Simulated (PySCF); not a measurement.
# C$_{7}$H$_{10}$NPSi: a changed input and its effect

System: C$_{7}$H$_{10}$NPSi, SMILES [SiH3]c1cncpc1C1CC1.
Method of run A: GIAO wB97X-D/pcSseg-1 NMR shielding, non-relativistic, gas phase (PySCF 2.14.0).

The geometry comes from this level: PBE0-D3(BJ)/def2-SVP. Text and figures count atoms from 1; the logs count them from 0 in places.

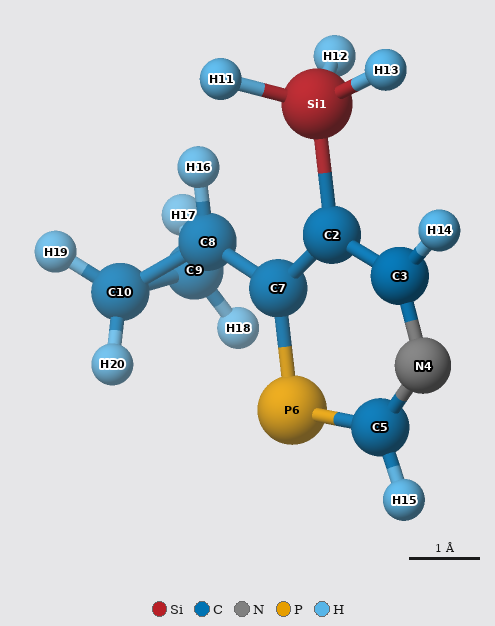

The structure as given in the input (ball-and-stick view, seen at a tilt; atoms are numbered from 1 in the order of the input). Bond lengths as drawn: C–C 1.41 to 1.51 Å, C–H 1.09 to 1.10 Å, C–N 1.32 to 1.33 Å, C–P 1.74 to 1.76 Å, C–Si 1.89 Å and H–Si 1.49 to 1.50 Å.

## Input file, run A
```
{"job": {"kind": "nmr", "xc": "wB97X-D", "basis": "pcSseg-1", "pop": false}, "charge": 0, "multiplicity": 1}
Si     1.326732     1.539245    -0.528507
C      1.037470    -0.329246    -0.585685
C      2.185377    -1.141295    -0.632199
N      2.235990    -2.467003    -0.681741
C      1.116802    -3.174193    -0.694161
P     -0.533496    -2.622283    -0.647963
C     -0.255610    -0.882988    -0.585928
C     -1.437393     0.012463    -0.538126
C     -2.667769    -0.280420    -1.371561
C     -2.734250    -0.422344     0.105441
H      0.772929     2.139945     0.723942
H      0.687780     2.226962    -1.691929
H      2.799792     1.773523    -0.571083
H      3.166574    -0.649676    -0.628895
H      1.253138    -4.264955    -0.737060
H     -1.202025     1.075010    -0.424125
H     -3.164431     0.568682    -1.848046
H     -2.638373    -1.192841    -1.975302
H     -3.276811     0.327713     0.686272
H     -2.759560    -1.432629     0.525428
```

The first line tells a small driver script what to run in PySCF; the rest is the geometry in Å.

Launched with:
```bash
OMP_NUM_THREADS=1 python <driver script> task.json out
```

Hardware: 1 CPU thread, shared host.

## Output (run A)
```
coarse grid: 18112 points
cycle   1  E = -958.0006770260  dE =  1.843e+00  |g| = 3.605e-01  |ddm| = 4.320e+00
cycle   2  E = -958.0219622214  dE = -2.129e-02  |g| = 3.143e-01  |ddm| = 8.075e-01
cycle   3  E = -958.0411597710  dE = -1.920e-02  |g| = 6.941e-02  |ddm| = 3.300e-01
cycle   4  E = -958.0422018786  dE = -1.042e-03  |g| = 3.458e-02  |ddm| = 1.156e-01
cycle   5  E = -958.0425154911  dE = -3.136e-04  |g| = 8.827e-03  |ddm| = 4.964e-02
cycle   6  E = -958.0425406320  dE = -2.514e-05  |g| = 2.730e-03  |ddm| = 1.549e-02
cycle   7  E = -958.0425435710  dE = -2.939e-06  |g| = 1.205e-03  |ddm| = 5.230e-03
final grid: 167024 points
cycle   8  E = -958.1090405477  dE = -2.424e-04  |g| = 5.862e-03  |ddm| = 6.034e-02
cycle   9  E = -958.1090458000  dE = -5.252e-06  |g| = 4.133e-03  |ddm| = 1.256e-02
cycle  10  E = -958.1090495141  dE = -3.714e-06  |g| = 1.282e-03  |ddm| = 4.754e-03
cycle  11  E = -958.1090498948  dE = -3.807e-07  |g| = 5.190e-04  |ddm| = 1.940e-03
cycle  12  E = -958.1090499781  dE = -8.325e-08  |g| = 1.682e-04  |ddm| = 8.615e-04
cycle  13  E = -958.1090499916  dE = -1.354e-08  |g| = 8.316e-05  |ddm| = 3.198e-04
cycle  14  E = -958.1090499958  dE = -4.184e-09  |g| = 2.703e-05  |ddm| = 2.178e-04
cycle  15  E = -958.1090499963  dE = -5.193e-10  |g| = 1.004e-05  |ddm| = 8.451e-05
converged SCF energy = -958.1090499963

GIAO shielding tensors (ppm)
atom      isotropic    diamagn.    paramagn.     s11        s22        s33       span
  0 Si     417.524     882.223    -464.699    370.696    422.645    459.230     88.534
  1 C       55.131     262.765    -207.634    -47.725     36.455    176.664    224.389
  2 C       23.584     250.341    -226.757    -74.612     14.157    131.207    205.818
  3 N     -106.394     331.278    -437.672   -459.485   -178.379    318.681    778.166
  4 C      -12.323     262.049    -274.372   -194.188     12.192    145.027    339.215
  5 P      118.455     970.105    -851.649   -123.816    -67.264    546.446    670.262
  6 C      -29.013     262.107    -291.120   -201.084    -57.965    172.011    373.094
  7 C      159.782     246.373     -86.591    123.583    141.097    214.664     91.081
  8 C      160.493     257.119     -96.626    115.405    169.793    196.280     80.875
  9 C      163.484     252.815     -89.331    124.560    169.401    196.491     71.931
 10 H       26.660      30.850      -4.191     22.707     26.154     31.118      8.410
 11 H       26.675      30.228      -3.553     22.627     26.356     31.043      8.417
 12 H       26.993      30.226      -3.233     23.129     25.739     32.111      8.982
 13 H       22.346      30.579      -8.233     17.168     21.644     28.226     11.057
 14 H       20.963      28.143      -7.180     17.486     18.232     27.171      9.686
 15 H       29.562      34.762      -5.200     20.509     29.459     38.719     18.210
 16 H       29.826      30.611      -0.785     23.902     26.086     39.489     15.588
 17 H       30.367      31.865      -1.498     24.676     29.238     37.188     12.512
 18 H       29.872      30.421      -0.549     23.830     26.196     39.590     15.761
 19 H       30.023      31.375      -1.352     24.014     28.799     37.257     13.242
```

The input of run B differs as follows (lines with − go, lines with + come):
```diff
-"xc": "wB97X-D"
+"xc": "PBE0"
-"pop": false
```

What does this change do to the results?

The total energies belong to different methods, so their difference says nothing on which is more stable or more accurate. The HOMO goes from −9.01 to −7.15 eV. The LUMO goes from −0.24 to −1.89 eV. Of all shieldings, the largest change is that of P6, by +8.7 ppm. The functional changes from wB97X-D to PBE0. The number of SCF iterations is the same.

## Output (run B)
```
coarse grid: 18112 points
cycle   1  E = -957.5053921737  dE =  1.484e+00  |g| = 3.452e-01  |ddm| = 4.418e+00
cycle   2  E = -957.4973993699  dE =  7.993e-03  |g| = 4.038e-01  |ddm| = 8.807e-01
cycle   3  E = -957.5357023006  dE = -3.830e-02  |g| = 8.712e-02  |ddm| = 5.087e-01
cycle   4  E = -957.5370367365  dE = -1.334e-03  |g| = 4.826e-02  |ddm| = 1.407e-01
cycle   5  E = -957.5376455807  dE = -6.088e-04  |g| = 1.178e-02  |ddm| = 6.682e-02
cycle   6  E = -957.5376755033  dE = -2.992e-05  |g| = 6.231e-03  |ddm| = 2.095e-02
cycle   7  E = -957.5376856427  dE = -1.014e-05  |g| = 1.509e-03  |ddm| = 7.505e-03
cycle   8  E = -957.5376862039  dE = -5.612e-07  |g| = 3.984e-04  |ddm| = 1.917e-03
final grid: 167024 points
cycle   9  E = -957.5964464325  dE = -3.888e-05  |g| = 9.311e-03  |ddm| = 4.549e-02
cycle  10  E = -957.5964129664  dE =  3.347e-05  |g| = 1.402e-02  |ddm| = 2.706e-02
cycle  11  E = -957.5964699066  dE = -5.694e-05  |g| = 1.881e-03  |ddm| = 1.881e-02
cycle  12  E = -957.5964709307  dE = -1.024e-06  |g| = 3.865e-04  |ddm| = 2.603e-03
cycle  13  E = -957.5964709631  dE = -3.243e-08  |g| = 1.507e-04  |ddm| = 5.189e-04
cycle  14  E = -957.5964709683  dE = -5.183e-09  |g| = 4.627e-05  |ddm| = 1.752e-04
cycle  15  E = -957.5964709688  dE = -4.879e-10  |g| = 1.649e-05  |ddm| = 6.557e-05
converged SCF energy = -957.5964709688

GIAO shielding tensors (ppm)
atom      isotropic    diamagn.    paramagn.     s11        s22        s33       span
  0 Si     418.153     882.424    -464.271    370.836    422.913    460.710     89.874
  1 C       55.565     262.258    -206.693    -44.743     35.794    175.644    220.387
  2 C       25.400     249.964    -224.564    -69.289     15.362    130.128    199.417
  3 N     -103.781     330.641    -434.422   -456.707   -172.782    318.146    774.853
  4 C       -9.091     261.919    -271.010   -184.327     13.485    143.568    327.895
  5 P      127.131     969.741    -842.609   -109.540    -69.651    560.585    670.126
  6 C      -25.062     261.727    -286.790   -189.150    -56.771    170.734    359.884
  7 C      157.701     245.468     -87.767    120.860    140.155    212.089     91.228
  8 C      159.354     257.182     -97.829    113.651    169.927    194.483     80.833
  9 C      162.530     252.866     -90.336    123.324    169.495    194.772     71.448
 10 H       26.483      30.622      -4.138     22.509     25.977     30.964      8.455
 11 H       26.502      30.022      -3.520     22.435     26.181     30.891      8.456
 12 H       26.895      30.102      -3.207     23.099     25.609     31.977      8.878
 13 H       22.263      30.435      -8.173     17.011     21.620     28.156     11.145
 14 H       20.855      28.153      -7.298     17.546     18.000     27.020      9.474
 15 H       29.384      34.382      -4.998     20.378     29.313     38.462     18.084
 16 H       29.664      30.604      -0.940     23.750     25.974     39.267     15.517
 17 H       30.228      31.810      -1.582     24.581     29.143     36.958     12.377
 18 H       29.717      30.364      -0.647     23.681     26.096     39.373     15.692
 19 H       29.878      31.259      -1.381     23.898     28.694     37.042     13.144
```

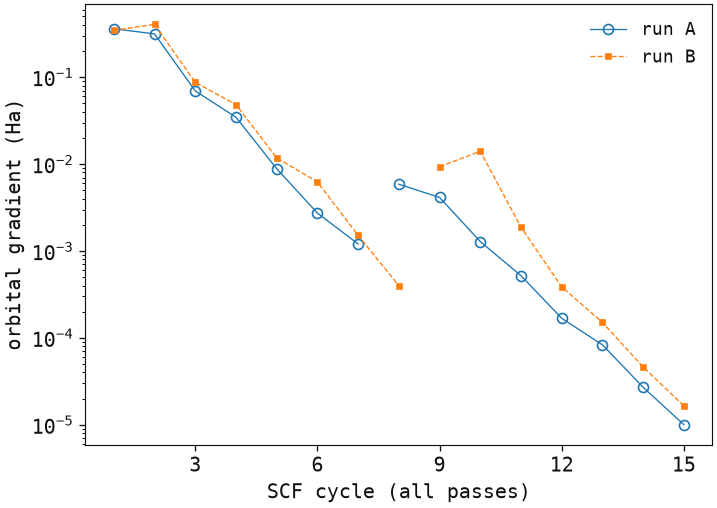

Convergence of the two runs: orbital gradient against the SCF cycle. A break in a curve parts two SCF passes (coarse and final grid). Run A takes 15 cycles in all, and run B takes 15.

## The two runs side by side

| quantity | run A | run B |
| --- | --- | --- |
| outcome | converged | converged |
| total energy (hartree) | −958.109050 | −957.596471 |
| HOMO (eV) | −9.01 | −7.15 |
| LUMO (eV) | −0.24 | −1.89 |
| dipole moment (D) | 2.48 | 2.46 |
| shielding of C3 (ppm) | 23.6 | 25.4 |
| shielding of N4 (ppm) | −106.4 | −103.8 |
| shielding of C5 (ppm) | −12.3 | −9.1 |
| shielding of P6 (ppm) | 118.5 | 127.1 |
| shielding of C7 (ppm) | −29.0 | −25.1 |
| shielding of C8 (ppm) | 159.8 | 157.7 |
| shielding of C9 (ppm) | 160.5 | 159.4 |
| SCF iterations | 15 | 15 |
| basis functions | 234 | 234 |
| wall time (shared host) | 73 s | 56 s |
